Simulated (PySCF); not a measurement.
Potential energy curve for SMILES O (H2O). The O1–H3 bond (O1 also carries H; H3 carries nothing else) is pulled apart rigidly from the PBE0/def2-TZVP optimised geometry.

Levels: RKS-r2SCAN = restricted r2SCAN/cc-pVTZ (PySCF); RKS-BHandHLYP = restricted BHandHLYP/cc-pVTZ in PySCF 2.14.0; UKS-BHandHLYP = unrestricted BHandHLYP/cc-pVTZ in PySCF.

Magnitude of the dipole moment (D; its direction can reverse along the curve, and a method can change to another solution) and Mulliken charge of the fragment that holds O1:

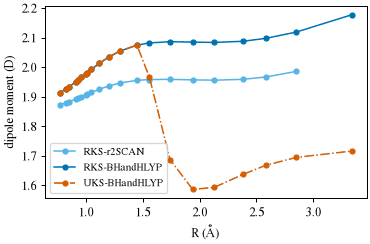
*Dipole moment against bond length.*

```
R / Å  μ RKS-r2SCAN  q RKS-r2SCAN  μ RKS-BHandHLYP  q RKS-BHandHLYP  μ UKS-BHandHLYP  q UKS-BHandHLYP
-----  ------------  ------------  ---------------  ---------------  ---------------  ---------------
0.77           1.87         -0.15             1.91            -0.14             1.91            -0.14
0.83           1.88         -0.17             1.93            -0.17             1.93            -0.17
0.85           1.88         -0.18             1.93            -0.18             1.93            -0.18
0.91           1.89         -0.21             1.95            -0.21             1.95            -0.21
0.93           1.89         -0.22             1.96            -0.22             1.96            -0.22
0.96           1.90         -0.23             1.96            -0.23             1.96            -0.23
1.00           1.91         -0.24             1.98            -0.24             1.98            -0.24
1.01           1.91         -0.24             1.98            -0.25             1.98            -0.25
1.05           1.91         -0.25             1.99            -0.26             1.99            -0.26
1.12           1.93         -0.25             2.01            -0.26             2.01            -0.26
1.20           1.94         -0.25             2.03            -0.26             2.03            -0.26
1.30           1.95         -0.24             2.05            -0.26             2.05            -0.26
1.45           1.96         -0.23             2.07            -0.24             2.07            -0.24
1.56           1.96         -0.22             2.08            -0.23             1.97            -0.21
1.74           1.96         -0.20             2.09            -0.21             1.69            -0.13
1.94           1.96         -0.18             2.08            -0.19             1.59            -0.07
2.13           1.96         -0.16             2.08            -0.17             1.59            -0.04
2.38           1.96         -0.14             2.09            -0.14             1.64            -0.02
2.58           1.97         -0.12             2.10            -0.13             1.67            -0.01
2.85           1.99         -0.11             2.12            -0.12             1.69             0.00
3.34              —             —             2.18            -0.11             1.72             0.00
```

Dashes: no converged value, or the column stops at the first point that the program doubted or that broke a chosen test of continuity, which isn't proof of a fault.

The restricted form behind RKS-r2SCAN, RKS-BHandHLYP keeps the bonding electrons paired and can't separate into open-shell fragments. At the longest distance RKS-BHandHLYP leaves fractional charges on the fragments, a sign of delocalisation error or of the restricted form. The unrestricted determinant behind UKS-BHandHLYP is spin-contaminated at 1.56 to 3.34 Å (<S²> up to 1.0, against 0.00 for a pure singlet).
